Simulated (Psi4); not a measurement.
**SiH2Br− (SMILES [SiH2-]Br): HF/aug-cc-pVQZ (density fitting, sweep point 3)**

Aim: the vertical singlet–triplet gap of SiH2Br− at HF/aug-cc-pVQZ (density fitting, sweep point 3), from 2 runs. The job is set up through a Python script.

The calculation is run with Psi4 1.11.

## 1. The structure to begin with

SiH2Br− has 4 atoms, charge -1, and is taken as a singlet. SMILES: `[SiH2-]Br`. Geometry: relaxed at GFN2-xTB.

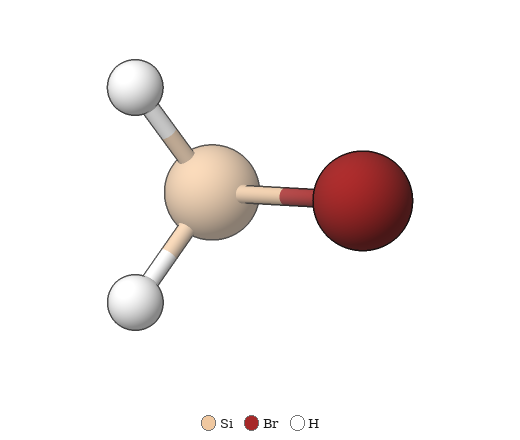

Viewed from a chosen angle; silicon light orange, bromine red, hydrogen white.

## 2. A single-point energy at HF/aug-cc-pVQZ (density fitting, sweep point 3)

The input, run.py:

```python
import psi4

psi4.set_memory('1600 MB')
psi4.set_num_threads(1)
psi4.core.set_output_file('brh2si.out', False)

m = psi4.geometry("""
-1 1
Si    -0.191960    -0.343010    -0.619410
Br     1.687710    -0.271360     0.911070
H     -1.209900    -0.529990     0.461390
H     -0.285850     1.144360    -0.753060
symmetry c1
""")

psi4.set_options({
    'basis': 'aug-cc-pVQZ',
    'reference': 'rhf',
    'puream': True,
    'scf_type': 'df',
})

result, w = psi4.energy('hf', return_wfn=True)
print('E =', round(result, 9))
```

The run is started by

```sh
python run.py
```

brh2si.out:

```text
[...]
  Running in c1 symmetry.
[...]
  Nuclear repulsion =  129.644243422419237
[...]
  Multiplicity = 1
[...]
  Nalpha       = 26
  Nbeta        = 26
[...]
    Number of basis functions: 269
[...]
   @DF-RHF iter   1: -2862.36294203389025   -2.08531e+00   4.65607e-03 ADIIS/DIIS
[...]
   @DF-RHF iter   8: -2862.61864887979527   -1.96967e-07   3.34885e-07 DIIS
[...]
    Orbital Energies [Eh]
    ---------------------
    Doubly Occupied:
       1A   -489.802840     2A    -68.576562     3A    -64.943634
       4A    -58.298515     5A    -58.298043     6A    -58.297992
       7A     -9.616608     8A     -7.225815     9A     -7.223267
      10A     -7.223036    11A     -5.921642    12A     -4.026146
      13A     -4.025134    14A     -4.024382    15A     -2.968034
      16A     -2.966855    17A     -2.966615    18A     -2.963368
      19A     -2.963360    20A     -0.787664    21A     -0.478472
      22A     -0.284949    23A     -0.257820    24A     -0.224176
      25A     -0.207724    26A     -0.096133
[...]
  @DF-RHF Final Energy: -2862.61864887979527
   => Energetics <=
    Nuclear Repulsion Energy =            129.6442434224192368
    One-Electron Energy =               -4255.1888574656341007
    Two-Electron Energy =                1262.9259651634197326
    Total Energy =                      -2862.6186488797952734
[...]
 Multipole Moments:
 ------------------------------------------------------------------------------------
     Multipole            Electronic (a.u.)      Nuclear  (a.u.)        Total (a.u.)
 ------------------------------------------------------------------------------------
 L = 1.  Multiply by 2.5417464519 to convert [e a0] to [Debye]
 Dipole X            :          9.0695420           -8.0548257            1.0147163
 Dipole Y            :         -0.8287364            1.0329072            0.2041708
 Dipole Z            :          5.7640731           -4.7099316            1.0541415
 Magnitude           :                                                    1.4773453
[...]
```

On the terminal:

```text
E = -2862.61864888
```

Run time: 17 s. Hardware: 1 thread of Intel Xeon Platinum 8259CL at 2.50GHz (Skylake/Cascade Lake), shared host; peak memory 0.94 GiB.

## 3. The triplet

The input, brh2si.py:

```python
import psi4

psi4.set_memory('1600 MB')
psi4.set_num_threads(1)
psi4.core.set_output_file('brh2si.out', False)

geom = psi4.geometry("""
-1 3
Si    -0.191960    -0.343010    -0.619410
Br     1.687710    -0.271360     0.911070
H     -1.209900    -0.529990     0.461390
H     -0.285850     1.144360    -0.753060
symmetry c1
""")

options = {'basis': 'aug-cc-pVQZ', 'reference': 'uhf', 'puream': True, 'scf_type': 'df', 'maxiter': 150}
psi4.set_options(options)

e = psi4.energy("hf", molecule=geom)
print(f'total energy {e:.8f} hartree = {e * 27.211386:.5f} eV')
```

The run is started by

```sh
python brh2si.py
```

brh2si.out:

```text
[...]
  Running in c1 symmetry.
[...]
  Nuclear repulsion =  129.644243422419237
[...]
  Multiplicity = 3
[...]
  Nalpha       = 27
  Nbeta        = 25
[...]
    Number of basis functions: 269
[...]
   @DF-UHF iter   1: -2862.23871638959508   -1.96108e+00   4.76249e-03 ADIIS/DIIS
[...]
   @DF-UHF iter  15: -2862.54643034802666   -4.39770e-07   3.72741e-07 DIIS
[...]
   @S^2 Observed:                2.005924018E+00
[...]
    Orbital Energies [Eh]
    ---------------------
    Alpha Occupied:
       1A   -489.869990     2A    -68.711090     3A    -65.010564
       4A    -58.365899     5A    -58.364866     6A    -58.364709
       7A     -9.683929     8A     -7.293995     9A     -7.290182
      10A     -7.289593    11A     -6.055705    12A     -4.164305
      13A     -4.158092    14A     -4.155884    15A     -3.035579
      16A     -3.034170    17A     -3.033721    18A     -3.029675
      19A     -3.029662    20A     -0.859930    21A     -0.592929
      22A     -0.374628    23A     -0.345272    24A     -0.304407
      25A     -0.275211    26A     -0.251517    27A      0.011594
    Alpha Virtual:
[...]
  @DF-UHF Final Energy: -2862.54643034802666
   => Energetics <=
    Nuclear Repulsion Energy =            129.6442434224192368
    One-Electron Energy =               -4250.9666016259816388
    Two-Electron Energy =                1258.7759278555358833
    Total Energy =                      -2862.5464303480266608
  UHF NO Occupations:
  HONO-2 :   25  A 1.9981211
  HONO-1 :   26  A 1.0000000
[...]
 Multipole Moments:
 ------------------------------------------------------------------------------------
     Multipole            Electronic (a.u.)      Nuclear  (a.u.)        Total (a.u.)
 ------------------------------------------------------------------------------------
 L = 1.  Multiply by 2.5417464519 to convert [e a0] to [Debye]
 Dipole X            :         12.1524700           -8.0548257            4.0976443
 Dipole Y            :         -0.8970480            1.0329072            0.1358592
 Dipole Z            :          8.0173279           -4.7099316            3.3073963
 Magnitude           :                                                    5.2676387
[...]
```

The script printed:

```text
total energy -2862.54643035 hartree = -77893.85586 eV
```

It took 20 s on 1 thread of Intel Xeon Platinum 8259CL at 2.50GHz (Skylake/Cascade Lake), shared host; peak memory 0.94 GiB.

## 4. What came out

Level: HF/aug-cc-pVQZ (density fitting, sweep point 3).

```
                                                      quantity           value
                                         singlet: total energy  -2862.61865 Eh
                                          singlet: HOMO energy        -2.62 eV
                                          singlet: LUMO energy         3.55 eV
singlet: HOMO–LUMO gap (to an unbound level, set by the basis)         6.16 eV
                                         triplet: total energy  -2862.54643 Eh
                   triplet: HOMO energy (highest over α and β)         0.32 eV
                    triplet: LUMO energy (lowest over α and β)         3.16 eV
                                                 triplet: ⟨S²⟩           2.006
              vertical energy of the triplet above the singlet        1.965 eV
```

What this shows: At this shape the triplet lies 1.97 eV (45 kcal/mol) above the singlet. Its highest level lies above zero, so the electron may be held by the basis, which then sets this gap. The HOMO (triplet) lies at positive energy, 0.32 eV: the electron is unbound at this level or held by a compact basis; values depend on the basis.
